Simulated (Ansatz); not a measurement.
**Lattice dynamics of CuS (F-43m)**

Task: relax CuS (F-43m), then find its harmonic phonons.

Calculated with Ansatz 0.2.0; DFT PBEsol+D3(BJ), scalar-relativistic, plane waves, PAW.

## Step 1: The structure

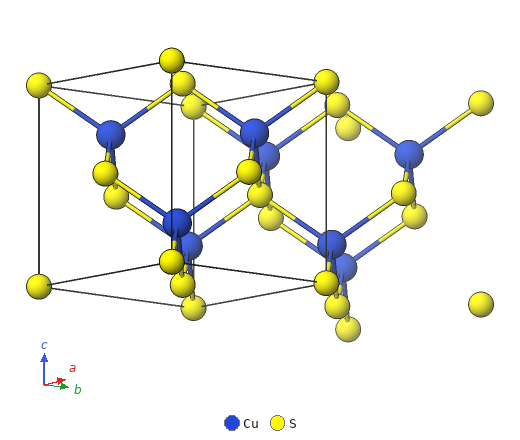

Start, viewed from a free direction; copper blue, sulfur yellow. 1×2×1 cells are drawn. This picture shows the conventional cell, with its axes. Bonds to atoms that aren't drawn are left out. Some periodic images of atoms are drawn too.

## Step 2: Bringing the structure to rest

Harmonic phonons are second derivatives at a point where the forces vanish, and they are wanted at zero stress, so atoms and cell are relaxed first.

File input.yaml:

```yaml
crystal:
  lattice:
    - [0.0, 2.5800301133, 2.5800301133]
    - [2.5800301133, 0.0, 2.5800301133]
    - [2.5800301133, 2.5800301133, 0.0]
  atoms:
    - { symbol: Cu, position: [0.25, 0.25, 0.25] }
    - { symbol: S, position: [0.0, 0.0, 0.0] }
kpoints:
  mp_grid: { grid: [12, 12, 12] }
hamiltonian:
  xc: pbesol
  dispersion: d3bj
scf:
  occupations: { method: gaussian, width: 0.1 }
output:
  forces: true
  stress: true
  eigenvalues: true
relax:
  adjacent_minimum: "off"
  f_tol: 0.005
  max_steps: 80
  cell: { stress_tol: 0.05 }
```

Run with:

```console
ansatz run input.yaml --threads 4 --pin off --max-ram 7168MiB --backend cpu --events-out ev --progress --plain --runs-dir out
```

Numbers of over 12 decimals in the logs are rounded to 6 here.

The log of the run:

```text
Engine: ansatz 0.2.0, aarch64-unknown-linux-gnu
Pseudopotentials: kind: paw
Pseudopotential: Cu, paw, valence charge 19, recommended cutoff 420 eV (normal), Cu.paw.azcp
Pseudopotential: S, paw, valence charge 6, recommended cutoff 420 eV (normal), S.paw.azcp
Functional definition: PBEsol
  exchange = pbesol_x
  correlation = pbesol_c
Crystal: 2 atoms, lattice volume = 34.348 Å³
Basis set: ecut = 420 eV, 645 PW (Γ), exchange–correlation on 50×50×50 points (8 copies of the dense FFT grid, shifted against one another)
Bands: 17, of which v1, the nominal top of the filled ones, is band 13 counted from 1 (12 counted from 0)
Symmetry: 24 space group operations
Space group: F-43m (ITA 216), of the structure as read, at distance tolerance 3.3e-5 Å
k-points: 72 of 1728 (time reversal used)
Non-local potential: Cu, projectors of the file, l = 0: 3, l = 1: 2, l = 2: 3, l = 3: 1
Non-local potential: S, projectors of the file, l = 0: 2, l = 1: 2, l = 2: 2
PAW form: soft (Blöchl's): semilocal exchange-correlation on the pseudo side does not see the compensation charge
PAW frozen core: Cu, regenerated for the run's functional, and the local potential with it (the file was generated under x = pbe(κ = 0.804, μ = 0.219515), c = pbe(β = 0.066725))
PAW frozen core: S, regenerated for the run's functional, and the local potential with it (the file was generated under x = pbe(κ = 0.804, μ = 0.219515), c = pbe(β = 0.066725))
PAW one-centre angular grid: Cu, 590 points (default); XC on 64 Gauss nodes
PAW one-centre angular grid: S, 110 points (default); XC on 64 Gauss nodes
Initial density: superposition of atomic densities (neutral atoms: chi_scale 0, normalization atom), corrected by the library's trained network
Initial wavefunctions: pseudopotential atomic-orbital guess
Functional: x = pbesol(κ = 0.804, μ = 0.123457), c = pbesol(β = 0.046)
SCF iter   1: F=—  HF=-7474.742789 eV  |F-HF|=—  |Δ(HF+E_count)|=         —  Δρ=1.09e-2  dr2=2.56e-2  ethr=1.77e-3  ⟨swp⟩=5.1  Hψ=6127  notcnv=0
preconditioner: auto → LDOS  [metal: Δε(μ)=0.028 eV  Ē_g=10.898 eV  σ=0.100 eV  W_gap=0.15  n_scr=14 (ndim 8)  ℏωp=26.1 eV  f_vac=0.049  D(μ)=1.49/eV (n_scr^D=14)  β→1.0]
SCF iter   2: F=—  HF=-7474.745782 eV  |F-HF|=—  |Δ(HF+E_count)|=   2.99e-3  Δρ=1.34e-2  dr2=3.07e-2  ethr=1.03e-4  ⟨swp⟩=2.0  Hψ=2994  notcnv=0  defer=23
SCF iter   3: F=—  HF=-7474.736422 eV  |F-HF|=—  |Δ(HF+E_count)|=   9.36e-3  Δρ=2.77e-3  dr2=1.56e-3  ethr=1.03e-4  ⟨swp⟩=2.0  Hψ=2303  notcnv=0  defer=23
SCF iter   4: F=—  HF=-7474.736082 eV  |F-HF|=—  |Δ(HF+E_count)|=   3.40e-4  Δρ=8.01e-4  dr2=1.34e-4  ethr=6.25e-6  ⟨swp⟩=2.5  Hψ=1668  notcnv=0  defer=23
SCF iter   5: F=—  HF=-7474.736052 eV  |F-HF|=—  |Δ(HF+E_count)|=   3.00e-5  Δρ=1.33e-4  dr2=4.43e-6  ethr=5.35e-7  ⟨swp⟩=2.5  Hψ=1706  notcnv=0  defer=23
SCF iter   6: F=—  HF=-7474.736038 eV  |F-HF|=—  |Δ(HF+E_count)|=   1.34e-5  Δρ=3.16e-5  dr2=2.16e-7  ethr=1.77e-8  ⟨swp⟩=2.5  Hψ=1567  notcnv=0  defer=23
SCF iter   7: F=-7474.736038 eV  HF=-7474.736038 eV  |F-HF|=1.16e-8  |Δ(HF+E_count)|=   2.37e-8  Δρ=6.97e-6  dr2=1.25e-8  ethr=4.00e-10  ⟨swp⟩=4.7  Hψ=4143  notcnv=0
SCF 1 converged in 7 iterations: F = -7474.736038 eV  dr2 = 1.25e-8
  greatest PAW one-centre occupation: 1.000 electrons in one spin orbital (limit 2), on the Cu atom at site 0 (counted from 0), in its partial waves of l = 0
relax step   1: F+E_penalty+E_count = -7474.73603830 eV  Δ(F+E_penalty+E_count) = +0.000e0 eV  max|allowed force component| = 7.401e-17 eV/Å  Δτ_max = 0.0000 Å  P = -4.904 GPa  Ω = 34.348 Å³  (7 SCF iters, dr2 threshold 1.00e-7 eV, accepted)
Crystal: 2 atoms, lattice volume = 33.438 Å³
Initial density: handed on by an earlier stage of this run
Initial wavefunctions: those handed on with the density
iter 1 solved again at ethr=5.67e-5 eV; its pass at ethr=3.10e-3 eV (dr2=1.42e-2 eV) is discarded
SCF iter   1: F=—  HF=-7474.760032 eV  |F-HF|=—  |Δ(HF+E_count)|=         —  Δρ=7.73e-3  dr2=1.43e-2  ethr=5.67e-5  ⟨swp⟩=1.0  Hψ=7103  notcnv=0
preconditioner: auto → LDOS  [metal: Δε(μ)=0.028 eV  Ē_g=11.077 eV  σ=0.100 eV  W_gap=0.16  n_scr=14 (ndim 8)  ℏωp=26.5 eV  f_vac=0.027  D(μ)=1.44/eV (n_scr^D=14)  β→1.0]
SCF iter   2: F=—  HF=-7474.758188 eV  |F-HF|=—  |Δ(HF+E_count)|=   1.84e-3  Δρ=2.38e-3  dr2=1.43e-3  ethr=5.67e-5  ⟨swp⟩=2.6  Hψ=1954  notcnv=0
SCF iter   3: F=—  HF=-7474.758251 eV  |F-HF|=—  |Δ(HF+E_count)|=   6.27e-5  Δρ=3.80e-3  dr2=3.14e-3  ethr=5.72e-6  ⟨swp⟩=2.0  Hψ=2150  notcnv=0
SCF iter   4: F=—  HF=-7474.757582 eV  |F-HF|=—  |Δ(HF+E_count)|=   6.69e-4  Δρ=3.60e-4  dr2=1.98e-5  ethr=5.72e-6  ⟨swp⟩=2.2  Hψ=1780  notcnv=0
SCF iter   5: F=—  HF=-7474.757572 eV  |F-HF|=—  |Δ(HF+E_count)|=   1.07e-5  Δρ=7.58e-5  dr2=1.48e-6  ethr=7.91e-8  ⟨swp⟩=2.8  Hψ=2102  notcnv=0
SCF iter   6: F=-7474.757572 eV  HF=-7474.757572 eV  |F-HF|=2.51e-8  |Δ(HF+E_count)|=   1.94e-7  Δρ=1.41e-5  dr2=4.58e-8  ethr=8.00e-10  ⟨swp⟩=5.4  Hψ=5406  notcnv=0
SCF 2 converged in 6 iterations: F = -7474.757572 eV  dr2 = 4.58e-8
relax step   2: F+E_penalty+E_count = -7474.75757184 eV  Δ(F+E_penalty+E_count) = -2.153e-2 eV  max|allowed force component| = 1.214e-17 eV/Å  Δτ_max = 0.0000 Å  P = -2.520 GPa  Ω = 33.438 Å³  energy of the carried Pulay correction = +2.659e-4 eV  (6 SCF iters, dr2 threshold 2.00e-7 eV, accepted)
Crystal: 2 atoms, lattice volume = 32.527 Å³
Basis set: ecut = 420 eV, 609 PW (Γ), exchange–correlation on 50×50×50 points (8 copies of the dense FFT grid, shifted against one another)
iter 1 solved again at ethr=6.18e-5 eV; its pass at ethr=3.10e-3 eV (dr2=1.54e-2 eV) is discarded
SCF iter   1: F=—  HF=-7474.767127 eV  |F-HF|=—  |Δ(HF+E_count)|=         —  Δρ=8.17e-3  dr2=1.56e-2  ethr=6.18e-5  ⟨swp⟩=1.0  Hψ=7086  notcnv=0
preconditioner: auto → LDOS  [metal: Δε(μ)=0.029 eV  Ē_g=11.249 eV  σ=0.100 eV  W_gap=0.16  n_scr=14 (ndim 8)  ℏωp=26.8 eV  f_vac=0.021  D(μ)=1.38/eV (n_scr^D=14)  β→1.0]
SCF iter   2: F=—  HF=-7474.765118 eV  |F-HF|=—  |Δ(HF+E_count)|=   2.01e-3  Δρ=2.68e-3  dr2=1.59e-3  ethr=6.18e-5  ⟨swp⟩=2.4  Hψ=1900  notcnv=0
SCF iter   3: F=—  HF=-7474.765108 eV  |F-HF|=—  |Δ(HF+E_count)|=   1.01e-5  Δρ=3.85e-3  dr2=3.14e-3  ethr=6.36e-6  ⟨swp⟩=2.0  Hψ=2152  notcnv=0
SCF iter   4: F=—  HF=-7474.764432 eV  |F-HF|=—  |Δ(HF+E_count)|=   6.76e-4  Δρ=3.82e-4  dr2=2.06e-5  ethr=6.36e-6  ⟨swp⟩=2.0  Hψ=1685  notcnv=0
SCF iter   5: F=—  HF=-7474.764418 eV  |F-HF|=—  |Δ(HF+E_count)|=   1.41e-5  Δρ=7.29e-5  dr2=1.34e-6  ethr=8.23e-8  ⟨swp⟩=2.8  Hψ=2145  notcnv=0
SCF iter   6: F=-7474.764418 eV  HF=-7474.764418 eV  |F-HF|=2.60e-8  |Δ(HF+E_count)|=   1.62e-7  Δρ=1.46e-5  dr2=4.71e-8  ethr=8.00e-10  ⟨swp⟩=5.5  Hψ=5428  notcnv=0
SCF 3 converged in 6 iterations: F = -7474.764418 eV  dr2 = 4.71e-8
relax step   3: F+E_penalty+E_count = -7474.76441774 eV  Δ(F+E_penalty+E_count) = -6.846e-3 eV  max|allowed force component| = 2.255e-17 eV/Å  Δτ_max = 0.0000 Å  P = +0.282 GPa  Ω = 32.527 Å³  energy of the carried Pulay correction = +5.393e-4 eV  (6 SCF iters, dr2 threshold 2.00e-7 eV, accepted)
[...]
relax step   4: F+E_penalty+E_count = -7474.76446708 eV  Δ(F+E_penalty+E_count) = -4.933e-5 eV  max|allowed force component| = 2.024e-17 eV/Å  Δτ_max = 0.0000 Å  P = +0.003 GPa  Ω = 32.612 Å³  energy of the carried Pulay correction = +5.136e-4 eV  (5 SCF iters, dr2 threshold 1.98e-7 eV, accepted)
Basis set: ecut = 420 eV, 609 PW (Γ), exchange–correlation on 48×48×48 points (8 copies of the dense FFT grid, shifted against one another)
Initial wavefunctions: pseudopotential atomic-orbital guess (no wavefunctions were taken with the density)
iter 1 solved again at ethr=2.09e-7 eV; its pass at ethr=3.10e-3 eV (dr2=5.24e-5 eV) is discarded
SCF iter   1: F=—  HF=-7474.763959 eV  |F-HF|=—  |Δ(HF+E_count)|=         —  Δρ=8.45e-5  dr2=2.69e-7  ethr=2.09e-7  ⟨swp⟩=3.0  Hψ=9573  notcnv=0
preconditioner: auto → LDOS  [metal: Δε(μ)=0.028 eV  Ē_g=11.280 eV  σ=0.100 eV  W_gap=0.16  n_scr=14 (ndim 8)  ℏωp=26.8 eV  f_vac=0.025  D(μ)=1.37/eV (n_scr^D=14)  β→1.0]
SCF iter   2: F=—  HF=-7474.763945 eV  |F-HF|=—  |Δ(HF+E_count)|=   1.44e-5  Δρ=1.84e-4  dr2=6.81e-6  ethr=1.08e-9  ⟨swp⟩=2.0  Hψ=2133  notcnv=0
SCF iter   3: F=—  HF=-7474.763944 eV  |F-HF|=—  |Δ(HF+E_count)|=   1.42e-6  Δρ=4.11e-5  dr2=5.90e-7  ethr=1.08e-9  ⟨swp⟩=2.0  Hψ=2126  notcnv=0
SCF iter   4: F=—  HF=-7474.763944 eV  |F-HF|=—  |Δ(HF+E_count)|=   1.92e-8  Δρ=5.51e-5  dr2=6.01e-7  ethr=1.08e-9  ⟨swp⟩=2.0  Hψ=1797  notcnv=0
SCF iter   5: F=—  HF=-7474.763943 eV  |F-HF|=—  |Δ(HF+E_count)|=   1.35e-7  Δρ=2.12e-6  dr2=8.41e-10  ethr=1.08e-9  ⟨swp⟩=2.1  Hψ=1747  notcnv=0
SCF iter   6: F=-7474.763943 eV  HF=-7474.763943 eV  |F-HF|=3.64e-12  |Δ(HF+E_count)|=  4.50e-10  Δρ=1.77e-7  dr2=3.00e-12  ethr=1.00e-12  ⟨swp⟩=4.3  Hψ=6056  notcnv=0
SCF 5 converged in 6 iterations: F = -7474.763943 eV  dr2 = 3.00e-12
relax step   5: F+E_penalty+E_count = -7474.76394342 eV  Δ(F+E_penalty+E_count) = +5.237e-4 eV  max|allowed force component| = 1.330e-17 eV/Å  Δτ_max = 0.0000 Å  P = +0.005 GPa  Ω = 32.612 Å³  stress off target by 5.21e-3 GPa  SCF on the basis re-selected at this cell (its energy is not comparable with the rows above)  (6 SCF iters)
basis re-selected at this cell: Δ(F+E_penalty+E_count) = +5.237e-4 eV, ΔP = +0.002 GPa vs the last step (what re-selecting the basis moved, of the pressure what is left beyond the Pulay correction that the steps carried, after the strain that the cell walked since its last selection, with what the two solves' SCF thresholds leave and, on support functions, any second-order correction that the steps lacked; it is no measure of the basis error at this ecutwfc). The dense FFT grid was sized anew with the basis: this SCF ran on 24×24×24 points, the steps before it on 25×25×25, so part of this shift can come from that change (see relax.cell in the input reference). [rest of the remark cut]
SCF converged after 6 iterations
Free energy (F): -7474.763943 eV
Harris-Foulkes:  -7474.763943 eV  (|F-HF|=3.64e-12)
Internal energy: -7474.757100 eV  (E = F + TS)
E sigma→0 (E₀):  -7474.760522 eV
Entropy (-TS):   -0.006843 eV (-3.422 meV/atom)
Fermi energy:    9.206081 eV
--- Per-component energies (eV) ---
  E_band       = -487.857261
  E_kinetic    = 406.881163
  E_local      = -5464.355669  (includes V_loc(G=0)·N_el)
  E_nonlocal   = 417.887192
  E_hartree    = 2401.887314
  E_xc         = -185.524199
  E_vxc        = -203.307021  (∫ρ·V_xc dr)
  E_paw        = -2207.562981  (= ΣΔE_a)
  E_vpaw       = -448.737703  (= ΣTr[D̂ρ^β])
  E_aug_tail   = 0.000301  (compensation charges beyond the density's cutoff)
  E_ewald      = -2843.576373
  E_disp       = -0.661999  (pairwise vdW)
  E_core_change = 0.268151  (= ΣΔE_core)
  E_smearing   = -0.006843  (= −TS)
  E_closure    = 0.000000  (closes the sum)
  Σ components = -7474.763943   (vs F -7474.763943, Δ=0.00e0)
--- Forces (eV/Å), atoms counted from 1 ---
  atom   1  Cu    -0.00000000    -0.00000000    -0.00000000
  atom   2  S      0.00000000     0.00000000    -0.00000000
  max |Σ_I F_I| component: 2.49e-17 eV/Å
--- Stress (GPa, compression-positive) ---
        0.005209       0.000000       0.000000
        0.000000       0.005209       0.000000
       -0.000000       0.000000       0.005209
  P = ⅓ Tr σ = 0.0052 GPa (0.052 kbar)
--- Band table (eV; the first three rows and the last of 72) ---
  k-point 0: bands = [... 9 lower, 6.3381, 10.6009, 10.6009, 10.6009, 12.8655, 16.3167, 16.3167, 16.3167]
  k-point 1: bands = [... 9 lower, 6.3330, 10.0627, 10.5042, 10.5042, 13.2919, 16.2961, 16.4700, 16.4700]
  k-point 2: bands = [... 9 lower, 6.3248, 9.0478, 10.2556, 10.2556, 13.8777, 16.4845, 16.8144, 16.8144]
  k-point 71: bands = [... 9 lower, 6.4067, 6.6340, 6.9649, 7.8865, 15.5820, 17.0985, 17.9533, 18.2210]
--- Relaxed structure (4 steps of the walk, 4 accepted, 1 SCFs on fresh bases) ---
  F+E_penalty+E_count = -7474.76394342 eV   max|allowed force component| = 1.330e-17 eV/Å   (the final SCF, on the basis selected at the relaxed cell)
  cell:  # Å, volume = 32.6118 Å³
    - [0, 2.535798, 2.535798]
    - [2.535798, 0, 2.535798]
    - [2.535798, 2.535798, 0]
  atoms:
    - { symbol: Cu, position: [0.25, 0.25, 0.25] }
    - { symbol: S, position: [0, 0, 0] }
```

Wall time 6.5 s (4 threads of Arm Neoverse V1, shared host); peak memory 0.38 GiB; 23 s of CPU time.

This run has no spin polarisation although its electron count is odd.

The steps of the relaxation:

| step | energy less that of the first step (eV) | largest force component (eV/Å) | pressure (GPa) | volume (Å³) |
| --- | --- | --- | --- | --- |
| 1 | 0.0000 | 0.0000 | -4.90 | 34.35 |
| 2 | -0.0215 | 0.0000 | -2.52 | 33.44 |
| 3 | -0.0284 | 0.0000 | 0.28 | 32.53 |
| 4 | -0.0284 | 0.0000 | 0.00 | 32.61 |
| 5* | -0.0279 | 0.0000 | 0.01 | 32.61 |

Relaxation steps marked * repeat the geometry before them on a plane-wave basis chosen anew for their cell, so energy and pressure can jump there.

Forces are held to the 24 operations that the run works with; a distortion that breaks them can't arise in this run.

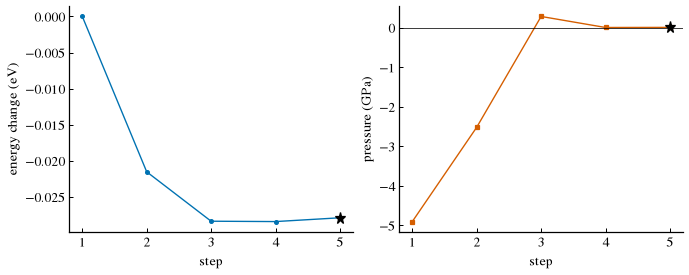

Energy and pressure along the relaxation. Stars mark steps on a basis chosen anew.

| conventional cell, symmetrised | before | after | change |
| --- | --- | --- | --- |
| a (Å) | 5.160 | 5.072 | -1.7 % |
| b (Å) | 5.160 | 5.072 | -1.7 % |
| c (Å) | 5.160 | 5.072 | -1.7 % |
| volume (Å³/atom) | 17.17 | 16.31 | -5.1 % |

Final coordinates:

```xyz
2
Lattice="0.0000 2.5358 2.5358 2.5358 0.0000 2.5358 2.5358 2.5358 0.0000" Properties=species:S:1:pos:R:3 pbc="T T T"
Cu    1.2679    1.2679    1.2679
S     0.0000    0.0000    0.0000
```

Numbers from this step:

```
pressure          : 0.005209 GPa
volume per atom   : 16.31 Å³
gap on the k-mesh : 0 eV
```

In this step the volume went from 17.17 to 16.31 Å³/atom.

## Step 3: Tight relaxation

Phonons need a cell at rest on their own settings, so the relaxation is repeated with tight tolerances on forces and stress on the k mesh and occupations of the first response run.

input.yaml, the sections that differ from step 2:

```yaml
crystal:
  lattice:
    - [0.0, 2.5357983906, 2.5357983906]
    - [2.5357983906, 0.0, 2.5357983906]
    - [2.5357983906, 2.5357983906, 0.0]
  atoms:
    - { symbol: Cu, position: [0.25, 0.25, 0.25] }
    - { symbol: S, position: [0.0, 0.0, 0.0] }
scf:
  occupations: { method: methfessel_paxton, width: 0.15 }
relax:
  adjacent_minimum: "off"
  f_tol: 0.001
  max_steps: 60
  cell: { stress_tol: 0.01 }
# kpoints, hamiltonian, output: as in step 2
```

The log of the run:

```text
[...]
Crystal: 2 atoms, lattice volume = 32.612 Å³
Basis set: ecut = 420 eV, 609 PW (Γ), exchange–correlation on 48×48×48 points (8 copies of the dense FFT grid, shifted against one another)
Bands: 17, of which v1, the nominal top of the filled ones, is band 13 counted from 1 (12 counted from 0)
Symmetry: 24 space group operations
[...]
k-points: 72 of 1728 (time reversal used)
[...]
k-point 71: bands = [... 9 lower, 6.4094, 6.6372, 6.9683, 7.8900, 15.5861, 17.1034, 17.9573, 18.2255]
--- Relaxed structure (3 steps of the walk, 3 accepted, 1 SCFs on fresh bases) ---
[...]
cell:  # Å, volume = 32.6037 Å³
    - [0, 2.535590, 2.535590]
    - [2.535590, 0, 2.535590]
    - [2.535590, 2.535590, 0]
  atoms:
    - { symbol: Cu, position: [0.25, 0.25, 0.25] }
    - { symbol: S, position: [0, 0, 0] }
[key lines of the parts left out:]
SCF converged after 8 iterations
Free energy (F): -7474.760298 eV
Fermi energy:    9.209991 eV
P = ⅓ Tr σ = -0.0005 GPa (-0.005 kbar)
```

Wall time 5.2 s (4 threads); peak memory 0.37 GiB.

Little changed from the start: no atom moved by 0.005 Å and no cell edge by 0.1 %.

Numbers from this step:

| Property | Result |
| --- | --- |
| pressure | -5.37e-4 GPa |
| volume per atom | 16.30 Å³ |

The forces vanish by symmetry and the pressure is -0.001 GPa, within the tolerances set. The cell now holds 16.30 Å³/atom.

(Part 1 of 2 ends here.)

[Logs are printed without paths, hosts, clocks, repeated set-up lines and the standing remarks that a program may print on its own settings, such as how far it seeks lower states.]

[Hosts, paths, dates, database ids (printed as entryN), source tags and the programs' standing remarks are cut or masked in the printed files.]
